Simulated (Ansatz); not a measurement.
Where the default PAW files enter, the runs use the earlier of Ansatz's two default sets.

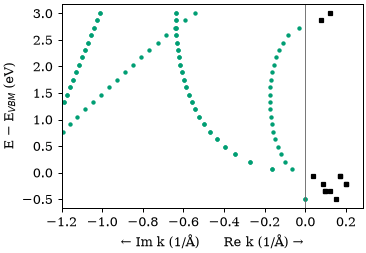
Figure: Complex bands at the centre of the two-dimensional zone; r2SCAN (Ansatz, an electronic-structure program)

The gap is the functional's own, uncorrected, and κ follows it; spin-orbit coupling is left out. Mid-gap means the computed energy nearest the middle.

**Question.** This is ZnS (P6_3mc, 8 atoms a cell, 19.6 Å³ an atom) along the normal of (001). Read off the slowest decay at the centre of the two-dimensional zone at 1.33 eV, the computed energy nearest the middle of the gap.

**Answer.** κ ≈ 0.17 1/Å, a decay length 1/(2κ) of the density of 2.9 Å.
